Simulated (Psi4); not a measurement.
# OF2 (SMILES FOF): B2PLYP/3ZaPa-NR (density fitting, density fitting for correlation, sweep point 2)

Aim: the vertical singlet–triplet gap of OF2 at B2PLYP/3ZaPa-NR (density fitting, density fitting for correlation, sweep point 2), from 2 runs. 

Program for the calculation: Psi4 1.11.

### Step 1. The structure to begin with

The species is OF2 (3 atoms), meant as a singlet with charge 0. As SMILES, `FOF`. Geometry: relaxed at GFN2-xTB.

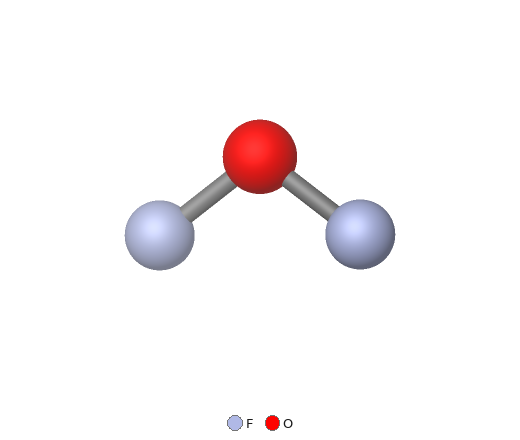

Viewed from a chosen angle; fluorine light blue, oxygen red.

### Step 2. The energy at B2PLYP/3ZaPa-NR (density fitting, density fitting for correlation, sweep point 2)

calc.inp

```
memory 1600 mb

molecule {
  0 1
  F      0.956190    -0.330530     0.490900
  O      0.000730     0.544900     0.060070
  F     -0.956920    -0.214370    -0.550970
  symmetry c1
}

set {
  reference rks
  puream true
  scf_type df
  dft_radial_points 99
  dft_spherical_points 590
  num_frozen_docc 3
}

E, wfn = energy("b2plyp/3ZaPa-NR", return_wfn=True)
```

Launch:

```console
psi4 calc.inp calc.out -n 1
```

calc.out:

```text
[...]
  Running in c1 symmetry.
[...]
  Nuclear repulsion =   75.433387251189458
[...]
  Multiplicity = 1
[...]
  Nalpha       = 13
  Nbeta        = 13
[...]
    Number of basis functions: 117
[...]
   @DF-RKS iter   1:  -274.35316925325509   -4.45421e-01   3.21130e-03 DIIS/ADIIS
[...]
   @DF-RKS iter   8:  -274.39543266911090   -1.95284e-08   3.36903e-07 DIIS
[...]
    Orbital Energies [Eh]
    ---------------------
    Doubly Occupied:
       1A    -25.455051     2A    -25.454930     3A    -19.965540
       4A     -1.543420     5A     -1.418598     6A     -1.084601
       7A     -0.717336     8A     -0.684064     9A     -0.681985
      10A     -0.582572    11A     -0.554725    12A     -0.540249
      13A     -0.437414
[...]
  @DF-RKS Final Energy:  -274.39543266911090
   => Energetics <=
    Nuclear Repulsion Energy =             75.4333872511894583
    One-Electron Energy =                -531.3247529775118210
    Two-Electron Energy =                 195.5319162665428223
    DFT Exchange-Correlation Energy =     -14.0359832093313468
    Empirical Dispersion Energy =           0.0000000000000000
    VV10 Nonlocal Energy =                  0.0000000000000000
    Total Energy =                       -274.3954326691108463
[...]
 Multipole Moments:
 ------------------------------------------------------------------------------------
     Multipole            Electronic (a.u.)      Nuclear  (a.u.)        Total (a.u.)
 ------------------------------------------------------------------------------------
 L = 1.  Multiply by 2.5417464519 to convert [e a0] to [Debye]
 Dipole X            :         -0.0183559            0.0249991            0.0066432
 Dipole Y            :         -0.3546808            0.4617161            0.1070353
 Dipole Z            :          0.0000000            0.0000000            0.0000000
 Magnitude           :                                                    0.1072413
[...]
```

Wall time 11 s (1 thread of Intel Xeon Platinum 8488C (Sapphire Rapids), shared host); peak memory 0.82 GiB.

### Step 3. The triplet, same level

f2o.dat

```
memory 1600 MB

molecule molecule1 {
  0 3
  F      0.956190    -0.330530     0.490900
  O      0.000730     0.544900     0.060070
  F     -0.956920    -0.214370    -0.550970
  units angstrom
  symmetry c1
}

set reference uks
set puream true
set scf_type df
set dft_radial_points 99
set dft_spherical_points 590
set num_frozen_docc 3
set maxiter 100

energy('b2plyp/3ZaPa-NR')
```

Launch:

```console
psi4 f2o.dat f2o.out -n 1
```

f2o.out:

```text
[...]
  Running in c1 symmetry.
[...]
  Nuclear repulsion =   75.433387251189458
[...]
  Multiplicity = 3
[...]
  Nalpha       = 14
  Nbeta        = 12
[...]
    Number of basis functions: 117
[...]
   @DF-UKS iter   1:  -274.20594145150341   -2.98193e-01   3.36772e-03 ADIIS/DIIS
[...]
   @DF-UKS iter  16:  -274.26133472538061   -7.11728e-07   3.86474e-07 DIIS
[...]
   @S^2 Observed:                2.026210063E+00
[...]
    Orbital Energies [Eh]
    ---------------------
    Alpha Occupied:
       1A    -25.430591     2A    -25.424887     3A    -20.013869
       4A     -1.575338     5A     -1.428360     6A     -1.152152
       7A     -0.750769     8A     -0.746275     9A     -0.744646
      10A     -0.586446    11A     -0.556342    12A     -0.552621
      13A     -0.507154    14A     -0.302145
    Alpha Virtual:
      15A      0.000353    16A      0.086563    17A      0.099516
      18A      0.106409    19A      0.116731    20A      0.189447
      21A      0.205837    22A      0.209680    23A      0.215283
      24A      0.226721    25A      0.281306    26A      0.388921
[...]
  @DF-UKS Final Energy:  -274.26133472538061
   => Energetics <=
    Nuclear Repulsion Energy =             75.4333872511894583
    One-Electron Energy =                -531.3674719731225196
    Two-Electron Energy =                 195.7343672564981034
    DFT Exchange-Correlation Energy =     -14.0616172599456490
    Empirical Dispersion Energy =           0.0000000000000000
    VV10 Nonlocal Energy =                  0.0000000000000000
    Total Energy =                       -274.2613347253806069
[...]
 Multipole Moments:
 ------------------------------------------------------------------------------------
     Multipole            Electronic (a.u.)      Nuclear  (a.u.)        Total (a.u.)
 ------------------------------------------------------------------------------------
 L = 1.  Multiply by 2.5417464519 to convert [e a0] to [Debye]
 Dipole X            :          0.0166761            0.0249991            0.0416753
 Dipole Y            :         -0.0786857            0.4617161            0.3830304
 Dipole Z            :          0.0000000            0.0000000            0.0000000
 Magnitude           :                                                    0.3852910
[...]
```

It took 24 s on 1 thread of Intel Xeon Platinum 8488C (Sapphire Rapids), shared host; peak memory 0.82 GiB.

### Step 4. Summary of results

At B2PLYP/3ZaPa-NR (density fitting, density fitting for correlation, sweep point 2), 3 core orbitals frozen:

```
                                                         quantity          value
                                            singlet: total energy  -274.64328 Eh
                       singlet: HOMO energy (SCF part's orbitals)      -11.90 eV
                       singlet: LUMO energy (SCF part's orbitals)        0.12 eV
                     singlet: HOMO–LUMO gap (SCF part's orbitals)       12.02 eV
                                            triplet: total energy  -274.50999 Eh
triplet: HOMO energy (SCF part's orbitals) (highest over α and β)       -8.22 eV
 triplet: LUMO energy (SCF part's orbitals) (lowest over α and β)       -3.38 eV
                                                    triplet: ⟨S²⟩          2.026
                 vertical energy of the triplet above the singlet       3.627 eV
```

**Reading.** At this shape the triplet lies 3.63 eV (84 kcal/mol) above the singlet.
